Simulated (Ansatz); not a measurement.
A series of calculations on SnSiH6 and related structures

**1. Relaxation**

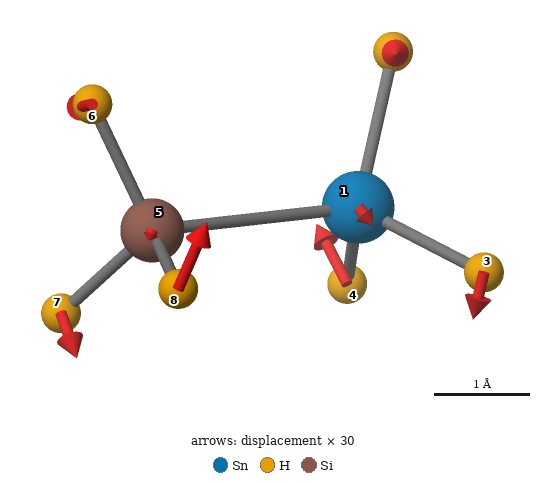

A relaxation of SnSiH$_{6}$. The starting structure is drawn; red arrows show the displacements, magnified 30 times. The two geometries are superimposed by the best rigid fit.

Style: ball-and-stick. Shown from a free direction.

It is one of the separated products of a reaction.

Level of theory: RKS PBE0-D4/def2-TZVP (Ansatz).

Input
```yaml
crystal:
  periodic: [false, false, false]
  atoms:
    - {symbol: Sn, position_ang: [-1.242180, -0.671704, -0.823789]}
    - {symbol: H, position_ang: [-0.330445, -1.200042, -2.166086]}
    - {symbol: H, position_ang: [-2.659284, -1.629857, -0.746654]}
    - {symbol: H, position_ang: [-1.735379, 0.938583, -1.115782]}
    - {symbol: Si, position_ang: [0.100543, -0.844231, 1.350624]}
    - {symbol: H, position_ang: [1.489607, -1.293053, 1.073128]}
    - {symbol: H, position_ang: [0.151762, 0.478266, 2.029626]}
    - {symbol: H, position_ang: [-0.532376, -1.817382, 2.282332]}
basis:
  gaussian: {orbitals: def2-TZVP}
hamiltonian: {xc: pbe0, dispersion: d4}
relax: {f_tol: 0.005, max_steps: 200}
```

Command:
```bash
ansatz run in.yaml --threads 4 --pin off --events-out ev --progress --plain --max-ram 9574MiB
```

Question: Which element moves most?

Answer: Hydrogen: up to 0.027 Å, against 0.008 Å for tin.

Question: What did the optimiser do to the structure, and how much energy did it gain?

Answer: H8 moves most after the best rigid fit: 0.027 Å. By element the largest moves are H 0.027 Å, Sn 0.008 Å, Si 0.004 Å. Near-neighbour distances that change, for instance: Sn1–Si5 2.561 → 2.567 Å. Over 3 geometry steps the energy falls by 0.001 eV. Largest force component: 0.13 eV/Å at the start, 0.0021 eV/Å at the end. The run took 13 s on 4 threads of Intel Xeon @ 2.50GHz, with other jobs on the host.

**2. Relaxation**

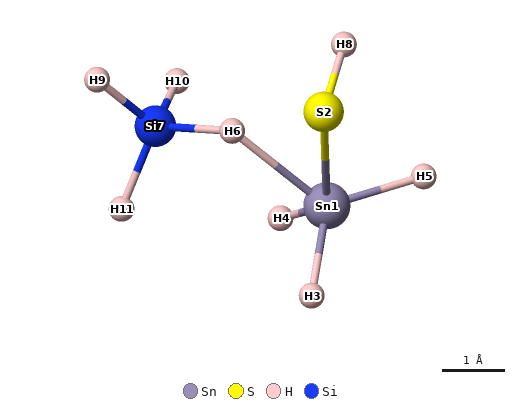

SnSiH8S (started from a transition state, displaced along its imaginary mode), before the relaxation. Style: ball-and-stick. Shown from a free direction.

Computed with RKS PBE0-D4/def2-TZVP in Ansatz.

The input:
```yaml
crystal:
  periodic: [false, false, false]
  atoms:
    - {symbol: Sn, position_ang: [-0.794611, -0.081597, -1.234007]}
    - {symbol: S, position_ang: [1.393121, 1.377897, -1.420766]}
    - {symbol: H, position_ang: [-0.202132, -1.342976, -2.234807]}
    - {symbol: H, position_ang: [-1.892938, -0.825486, -0.048061]}
    - {symbol: H, position_ang: [-1.730802, 1.135534, -1.923927]}
    - {symbol: H, position_ang: [0.785794, 0.165868, 0.130413]}
    - {symbol: Si, position_ang: [0.446600, -0.558244, 1.548485]}
    - {symbol: H, position_ang: [0.796086, 2.390926, -0.724835]}
    - {symbol: H, position_ang: [1.736001, -0.363433, 2.220995]}
    - {symbol: H, position_ang: [-0.676383, 0.112173, 2.287588]}
    - {symbol: H, position_ang: [0.139165, -2.010662, 1.398922]}
basis:
  gaussian: {orbitals: def2-TZVP}
hamiltonian: {xc: pbe0, dispersion: d4}
relax: {f_tol: 0.005, max_steps: 200}
```

Run as
```bash
ansatz run in.yaml --threads 4 --pin off --events-out ev --progress --plain --max-ram 9574MiB
```

Q: Predict the outcome.

A: The largest move after the best rigid fit is that of H6, 1.81 Å. By element the largest moves are H 1.81 Å, Sn 0.74 Å, S 0.66 Å, Si 0.56 Å. Some distances before and after: S2–H6 2.060 → 3.464 Å, Sn1–H6 2.103 → 3.418 Å, Sn1–Si7 3.084 → 4.253 Å, Sn1–S2 2.637 → 2.408 Å. Bonds break, among them: Sn1–H6 (2.10 → 3.42 Å). Bond angles that change, for instance: S2–Sn1–H4 142.3° → 109.2°, S2–Sn1–H5 91.8° → 109.1°, H6–Si7–H9 99.0° → 110.1°. The energy falls by 1.698 eV in 79 accepted moves (88 points after the start). The largest force component goes from 1.6 to 0.0018 eV/Å. The line search rejected the trial steps at points 23, 25, 38, 39, 50, 54, 66, 67 and more of the run. The forces were under the threshold at step 17, but the run went on from there.

Final geometry:

```xyz
11

Sn   -0.9544    0.3194   -1.8393
S     0.9419    1.5098   -0.9531
H    -0.2908   -1.0658   -2.5683
H    -2.0102   -0.0823   -0.5630
H    -1.7501    1.3054   -2.9812
H     0.5628   -1.5826    0.5613
Si    0.7783   -0.8821    1.8538
H     0.1933    2.4709   -0.3874
H     2.1320   -0.2793    1.8881
H    -0.2597    0.1628    2.0350
H     0.6569   -1.8761    2.9541
```

After the run, drawn alike:

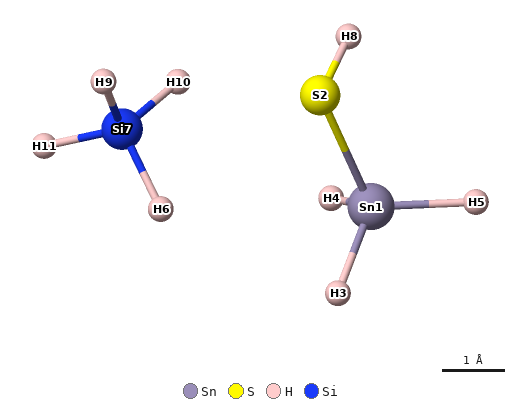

**3. Reaction**

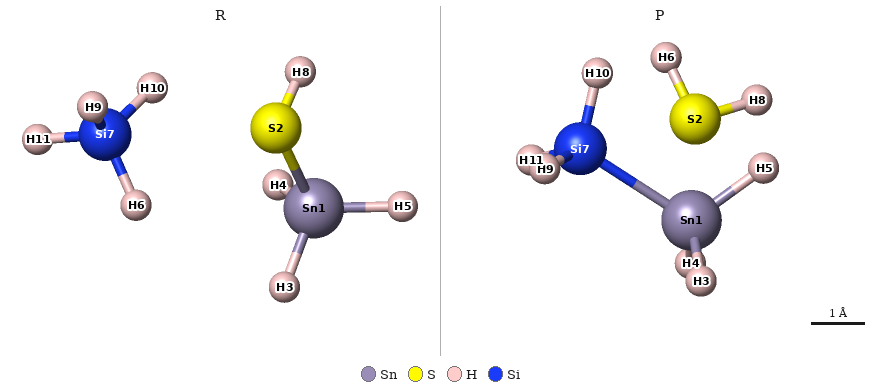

Reactant (R) and product (P) of one elementary step of SnSiH₈S. A ball-and-stick model, seen from a free direction.

Stationary points at PBE0-D4/def2-TZVP, single-point energies with PBE-QIDH, BLYP-D4, r2SCAN-D4, RPA@PBE, B3LYP-D4, CCSD(T) (def2-TZVPP where no basis is named; Ansatz 0.2.0). The energies are electronic, without zero-point or thermal terms, and both ends are the minima reached downhill from the saddle, with any fragments still in contact. Elements past krypton carry the basis set's effective core potentials.

**Predict the saddle point between them and the barrier.**

Counted by bonded pieces, R holds SiH₄ + SnH₄S and P holds H₂S + SiSnH₆. From R over the saddle to P, bonds form: Sn1–Si7 (4.25 → 2.91 → 2.56 Å), S2–H6 (3.46 → 1.70 → 1.34 Å). Bonds break: Sn1–S2 (2.41 → 2.77 → 3.82 Å), H6–Si7 (1.49 → 1.84 → 3.59 Å). The saddle has one imaginary mode, 1265i cm⁻¹. With PBE-QIDH the barrier is 2.50 eV from R and 2.19 eV from P, and P lies 0.31 eV above R.

```tsv
level	barrier from R (eV)	barrier from P (eV)	P less R (eV)
PBE-QIDH	2.50	2.19	0.31
BLYP-D4	2.19	1.86	0.32
r2SCAN-D4	2.19	1.88	0.31
RPA@PBE	2.56	2.23	0.33
B3LYP-D4	2.41	2.08	0.33
CCSD(T)	2.60	2.28	0.31
```

The saddle point in the same view, with dashed sticks for the bonds that form or break:

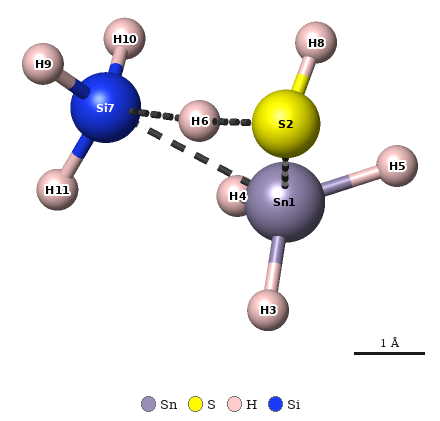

Limits of the set-up: the start holds two separate molecules, 3.1 Å apart at their closest, whose relative position is a soft coordinate.
